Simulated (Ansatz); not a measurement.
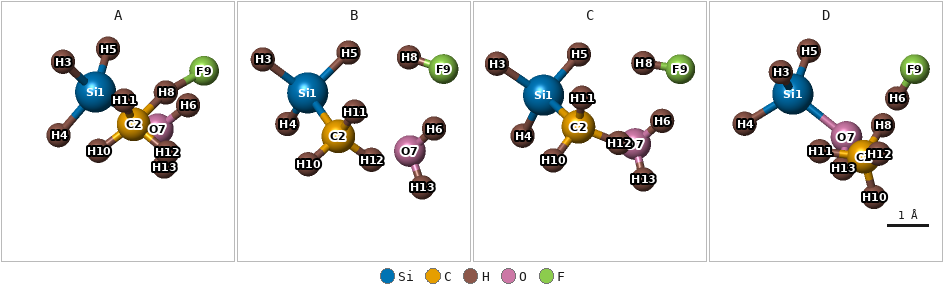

4 geometries from a converged minimum-energy path of CH9FOSi, shuffled. The picture is a ball-and-stick view, seen at a tilt.

All numbers below come from RKS B3LYP-D4/def2-SVP in Ansatz 0.2.0. Run with 7 movable images; climbing image; force threshold 0.03 eV/Å; iteration limit 60; starting path through a guess of the saddle point.

**Which frame is the transition state?**

A. In order along the path, whose images run from 0 to 8: B (image 0, 0.0 kcal/mol), C (image 1, +2.6 kcal/mol), A (image 3, +40.8 kcal/mol), D (image 8, −24.0 kcal/mol). Breaking: H6–O7 (0.97 → 1.06 at the top → 1.66 Å), H8–F9 (0.94 → 1.26 at the top → 2.32 Å), Si1–C2 (1.88 → 2.24 at the top → 4.03 Å). Forming: C2–H8 (2.93 → 1.31 at the top → 1.10 Å), H6–F9 (1.90 → 1.35 at the top → 0.95 Å), Si1–O7 (3.24 → 2.00 at the top → 1.70 Å).
